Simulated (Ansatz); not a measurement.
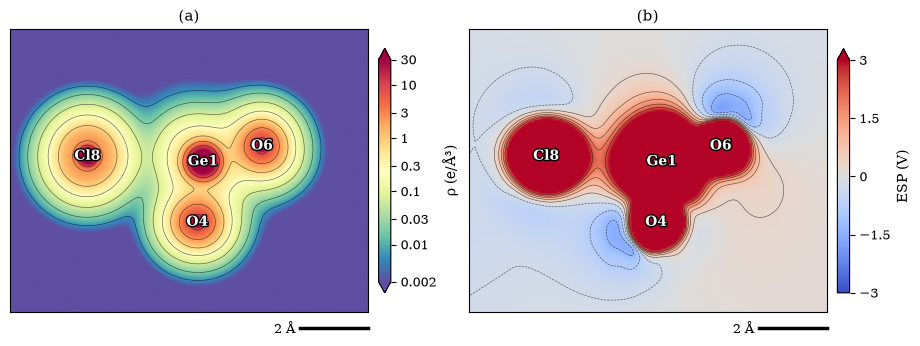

The picture shows: GeH₄O₂···HCl. (a) electron density; (b) molecular electrostatic potential on the plane of atoms O4, Ge1 and O6.

Not at a stationary point (largest force 1.0 eV/Å).

These are results of RKS PBE/def2-SVP in Ansatz 0.2.0, not measurements.

```xyz
9

Ge   -0.1615   -0.1354    0.0631
H    -0.0956   -0.0288    1.6103
H     1.1692    0.0670   -0.6872
O    -1.4386    1.0648   -0.3307
H    -1.5241    1.1754   -1.2970
O    -0.6710   -1.7827   -0.4449
H    -1.5123   -2.0348   -0.0198
Cl    1.6083    2.4448    1.4595
H     0.6718    1.6307    1.9599
```

Read the bonding off the picture.

Answer.
- The plane passes through Ge, O and Cl nuclei.
- Ge–O (1.80 Å): the density is about 0.92 e/Å³ at the midpoint.
- Outside the dense part of the complex the potential is most negative (−1.8 V) near O6.
